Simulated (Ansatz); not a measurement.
# UHSE06/STO-3G run of SnH2Cl (SMILES [Cl][SnH2])

Aim: the electronic atomisation energy of SnH2Cl at UHSE06/STO-3G, from 4 runs. 

The calculation is run with Ansatz 0.2.0.

51 further runs of the same task are left out: 15 that didn't finish, 36 set aside as unsound or not needed.

## Step 1: The structure to begin with

The species is SnH2Cl (4 atoms), meant as a doublet with charge 0. As SMILES, `[Cl][SnH2]`. Geometry: relaxed at PBE0-D4/def2-TZVP.

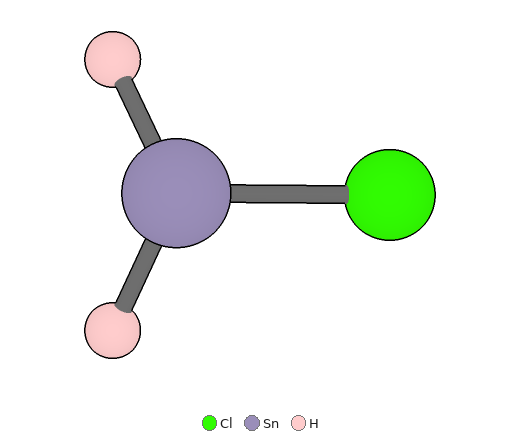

The structure, seen from a chosen angle (chlorine green, tin purple, hydrogen pink).

## Step 2: The energy at UHSE06/STO-3G

input.yaml

```yaml
crystal:
  periodic: [false, false, false]
  atoms:
    - {symbol: Cl, position_ang: [-1.882600, 0.398400, -0.585000]}
    - {symbol: Sn, position_ang: [0.380000, -0.179600, -0.397100]}
    - {symbol: H, position_ang: [0.412500, -1.500000, 0.709600]}
    - {symbol: H, position_ang: [1.145500, 1.221000, 0.252100]}
basis:
  gaussian: {orbitals: STO-3G}
magnetization: {spin_polarized: true, initial_magnetization: 1}
hamiltonian: {xc: {name: HSE06}}
accuracy: high
```

Run with:

```sh
ansatz run input.yaml --threads 1 --pin off --max-ram 2610MiB --events-out events.jsonl --progress --plain --runs-dir runs
```

Log:

```text
Warning: RAYON_NUM_THREADS=1 ignored (pool sized by the plan → 1); use --threads N
Functional definition: HSE06
  name "HSE06"
  parameter a = 0.25
  parameter omega = 0.11/bohr
  exchange = pbe_x - a*pbe_x_sr(omega) + a*exact_x_sr(omega)
  correlation = pbe_c
682 factors; integrals over basis functions are off by at most 5.9e-9 eV
54 factors; integrals over basis functions are off by at most 1.6e-9 eV
mean field evaluation 1: about -174732.4150 eV, gradient 7.8e0 eV
mean field evaluation 2: about -174732.6524 eV, gradient 7.1e0 eV
mean field evaluation 4: about -174733.2647 eV, gradient 1.6e-1 eV
mean field evaluation 8: about -174733.2283 eV, gradient 7.8e-4 eV
mean field evaluation 16: about -174733.2283 eV, gradient 1.0e-7 eV
mean field -174733.22827867 eV, -6421.3277008051 hartree, gradient 1.4e-8 eV, S^2 0.750640; 0 other end points of the search recorded, 0 dependent functions left out
reference -174733.22828050 eV, -6421.3277008722 hartree; 35, 34 occupied and 3, 4 virtual orbitals, 682 factors
Total energy: -174733.22828050 eV, -6421.3277008722 hartree
```

Wall time 3.9 s (1 thread of Arm Neoverse V2, shared host); peak memory 0.19 GiB.

## Step 3: The Cl atom at the same level

molecule.yaml

```yaml
crystal:
  periodic: [false, false, false]
  atoms:
    - {symbol: Cl, position_ang: [0.000000, 0.000000, 0.000000]}
basis:
  gaussian:
    orbitals: STO-3G
magnetization:
  spin_polarized: true
  initial_magnetization: 1
hamiltonian:
  xc: {name: HSE06}
accuracy: high
```

Run with:

```sh
ansatz run molecule.yaml --threads 1 --pin off --max-ram 2610MiB --events-out events.jsonl --progress --plain --runs-dir runs
```

Log, shortened:

```text
Warning: RAYON_NUM_THREADS=1 ignored (pool sized by the plan → 1); use --threads N
[... 6 set-up lines as earlier in the session ...]
42 factors; integrals over basis functions are off by at most 4.6e-9 eV
14 factors; integrals over basis functions are off by at most 6.9e-10 eV
mean field evaluation 1: about -12380.6772 eV, gradient 2.2e-1 eV
mean field evaluation 2: about -12380.6773 eV, gradient 3.0e-3 eV
mean field evaluation 4: about -12380.6772 eV, gradient 2.4e-8 eV
mean field -12380.67716991 eV, -454.9814940699 hartree, gradient 1.2e-8 eV, S^2 0.750000; 0 other end points of the search recorded, 0 dependent functions left out
reference -12380.67717086 eV, -454.9814941046 hartree; 9, 8 occupied and 0, 1 virtual orbitals, 42 factors
Total energy: -12380.67717086 eV, -454.9814941046 hartree
```

Wall time 0.34 s (1 thread of Arm Neoverse V2, shared host).

## Step 4: The H atom at the same level

run.yaml

```yaml
crystal:
  periodic: [false, false, false]
  atoms:
    - symbol: H
      position_ang: [0.000000, 0.000000, 0.000000]
basis:
  gaussian:
    orbitals: STO-3G
magnetization:
  spin_polarized: true
  initial_magnetization: 1
hamiltonian:
  xc: hse06
accuracy: high
```

Run with:

```sh
ansatz run run.yaml --threads 1 --pin off --max-ram 2610MiB --events-out events.jsonl --progress --plain --runs-dir runs
```

Log, shortened:

```text
Warning: RAYON_NUM_THREADS=1 ignored (pool sized by the plan → 1); use --threads N
[... 6 set-up lines as earlier in the session ...]
1 factors; integrals over basis functions are off by at most 4.6e-10 eV
1 factors; integrals over basis functions are off by at most 1.8e-10 eV
mean field evaluation 1: about -12.6861 eV, gradient 0.0e0 eV
mean field evaluation 2: about -12.6860 eV, gradient 0.0e0 eV
mean field -12.68600353 eV, -0.4662020310 hartree, gradient 0.0e0 eV, S^2 0.750000; 0 other end points of the search recorded, 0 dependent functions left out
reference -12.68600463 eV, -0.4662020713 hartree; 1, 0 occupied and 0, 1 virtual orbitals, 1 factors
Total energy: -12.68600463 eV, -0.4662020713 hartree
```

Run time: 0.12 s. Hardware: 1 thread of Arm Neoverse V2, shared host.

## Step 5: The Sn atom at the same level

job.yaml

```yaml
basis:
  gaussian:
    orbitals: STO-3G
crystal:
  periodic: [false, false, false]
  atoms:
    - {symbol: Sn, position_ang: [0.000000, 0.000000, 0.000000]}
magnetization:
  spin_polarized: true
  initial_magnetization: 2
hamiltonian:
  xc: hse06
accuracy: high
```

Run the same way, it converges to -5964.93119 Eh (log not shown).

## Step 6: Outcome

At UHSE06/STO-3G:

| quantity | value |
| --- | --- |
| molecule: total energy | -6421.32770 Eh |
| molecule: ⟨S²⟩ | 0.751 |
| Cl atom: total energy | -454.98149 Eh |
| Cl atom: ⟨S²⟩ | 0.750 |
| H atom: total energy | -0.46620 Eh |
| H atom: ⟨S²⟩ | 0.750 |
| Sn atom: total energy | -5964.93119 Eh |
| Sn atom: ⟨S²⟩ | 2.000 |
| electronic atomisation energy | 13.133 eV |

In words: Taking the molecule apart into free atoms costs 13.13 eV (303 kcal/mol), before zero-point energy and without spin-orbit coupling. In a minimal basis such a difference can be off by several eV, whatever the method. Relativity is left out (molecule) although the molecule holds a heavy atom. Relativity is left out (Sn atom) although the molecule holds a heavy atom.
